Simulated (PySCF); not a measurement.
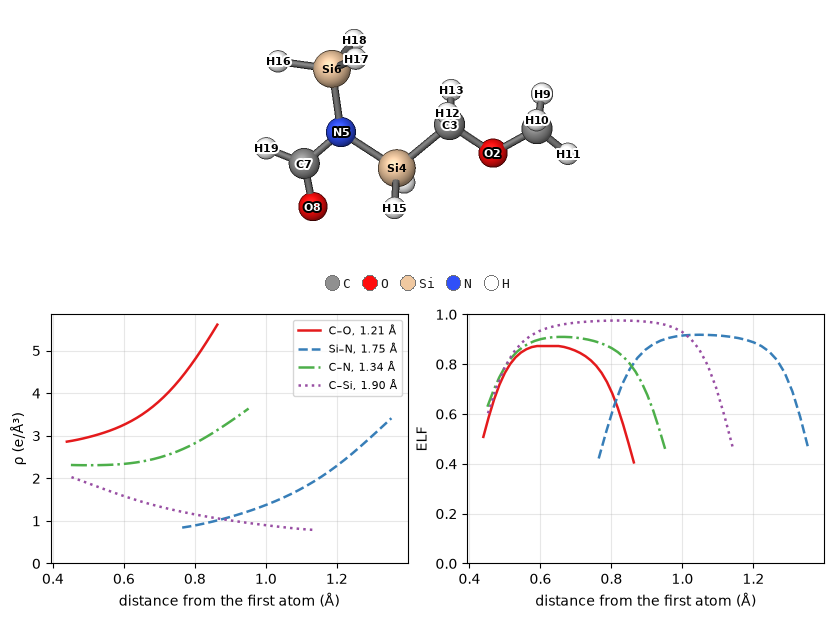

*C3H11NO2Si2 (SMILES COC[SiH2]N([SiH3])C=O). Electron density and ELF along straight lines between neighbouring atoms. The curves leave out the atomic cores. The structure is drawn too.*

Geometry: GFN2-xTB.

The calculation used PBE0/pcSseg-1, SCF density, gas phase, non-relativistic in PySCF 2.14.0.

```yaml
atoms:
  - { symbol: C, position_ang: [3.4497, 0.2651, -0.0520] }
  - { symbol: O, position_ang: [2.3052, -0.5232, 0.1506] }
  - { symbol: C, position_ang: [1.0967, 0.1902, -0.0144] }
  - { symbol: Si, position_ang: [-0.2483, -1.0822, 0.4300] }
  - { symbol: N, position_ang: [-1.8093, -0.2820, 0.0935] }
  - { symbol: Si, position_ang: [-2.1639, 1.2766, -0.6110] }
  - { symbol: C, position_ang: [-2.7417, -1.1695, 0.4478] }
  - { symbol: O, position_ang: [-2.4342, -2.2559, 0.8875] }
  - { symbol: H, position_ang: [3.4687, 0.6847, -1.0662] }
  - { symbol: H, position_ang: [3.4956, 1.0914, 0.6695] }
  - { symbol: H, position_ang: [4.3113, -0.3850, 0.0878] }
  - { symbol: H, position_ang: [1.0901, 1.0661, 0.6495] }
  - { symbol: H, position_ang: [1.0226, 0.5723, -1.0425] }
  - { symbol: H, position_ang: [-0.1179, -2.2204, -0.4693] }
  - { symbol: H, position_ang: [-0.1539, -1.3402, 1.8610] }
  - { symbol: H, position_ang: [-3.6147, 1.4409, -0.5306] }
  - { symbol: H, position_ang: [-1.4641, 2.2844, 0.1819] }
  - { symbol: H, position_ang: [-1.7136, 1.2562, -2.0023] }
  - { symbol: H, position_ang: [-3.7884, -0.8603, 0.3217] }
```

### Compare the contacts.

C–O (1.21 Å): ρ is about 3.3 e/Å³ halfway; the ELF peaks at about 0.85 between the atoms; a multiple bond.
Si–N (1.75 Å): ρ at the midpoint is about 1 e/Å³; the ELF peaks at about 0.90 between the atoms, as expected for a polar covalent bond.
C–N (1.34 Å): ρ at the midpoint is about 2.4 e/Å³; the ELF peaks at about 0.90 between the atoms, as expected for a covalent bond.
C–Si (1.90 Å): ρ is about 0.95 e/Å³ halfway; the ELF peaks at about 1 between the atoms: a shared electron pair.
